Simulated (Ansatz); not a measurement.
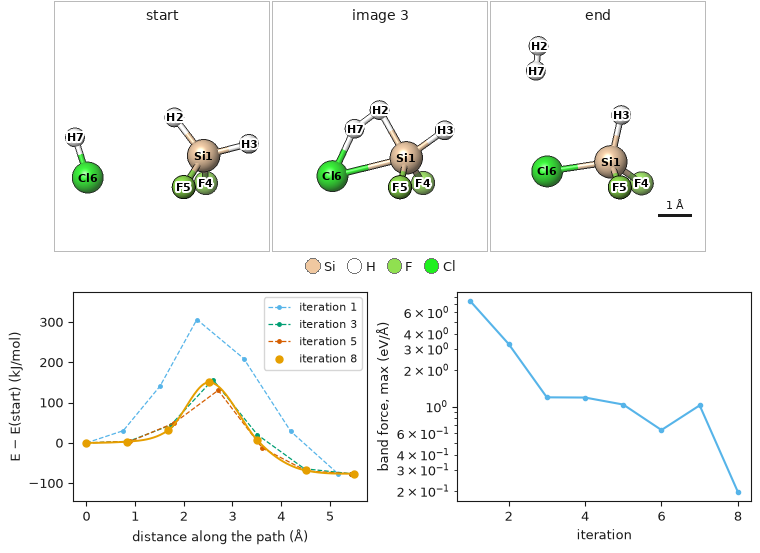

A search for the minimum-energy path of SiH3ClF2, made up at the start of SiH₂F₂ and HCl by the nudged elastic band. Images are numbered from 0 (start) to 6 (end). The plot follows the band through its iterations. The picture is a ball-and-stick view, seen at a tilt.

All numbers below come from RKS PBE0/def2-SVP (Ansatz). Settings: 5 movable images; climbing image; force threshold 0.5 eV/Å; iteration limit 60; starting path through a guess of the saddle point.

### Judge this run.

The run met only a loose threshold, so the barrier can't be trusted yet. The band converged in 8 iterations. The largest component of the band force went from 7.4 to 0.2 eV/Å. The climbing image converged on the top of the path. Its curvatures weren't checked. The force threshold is so loose that the height of the top is at best an upper bound. The first iteration put the highest image at 306.3 kJ/mol. The highest point, image 3, lies 150.3 kJ/mol above the start and 226.9 kJ/mol above the end; the end is at −76.6 kJ/mol relative to the start.

Limits of the set-up: the start holds two separate molecules, 3.2 Å apart at their closest, whose relative position is a soft coordinate and is computed without a dispersion correction.

The run took 2.1 min on 1 thread of Arm Neoverse V1, with other jobs on the host, peak memory 0.16 GiB.
